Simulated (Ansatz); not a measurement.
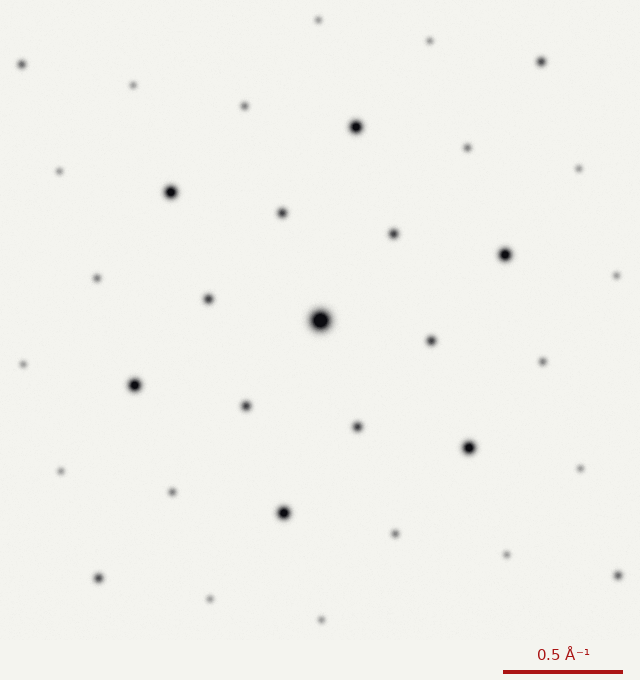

Computed electron diffraction pattern, 200 kV, single scattering only, B = 0.5 Å².

Question: Describe the geometry of this pattern.

Answer: The spots form a hexagonal net with both shortest vectors at d = 2.09 Å, 60.0° apart.

Question: What is the point symmetry of the pattern, intensities included?

Answer: 6mm. Such a pattern arises along the three- or sixfold axis of a trigonal, hexagonal or cubic crystal.

Question: Which crystal and zone produced it?

Answer: This cannot be fixed from one zone alone; the pattern is [001] of Co, space group P6_3/mmc (No. 194), a = 2.41 Å, c = 7.86 Å (hexagonal axes). The net vectors are 1 -1 0 and 1 0 0. Structure: the end point of a relaxation with DFT, PBEsol, plane waves (420 eV) with PAW, scalar-relativistic in Ansatz 0.2.0; the starting structure was generated, so it need not be a known form of this composition.
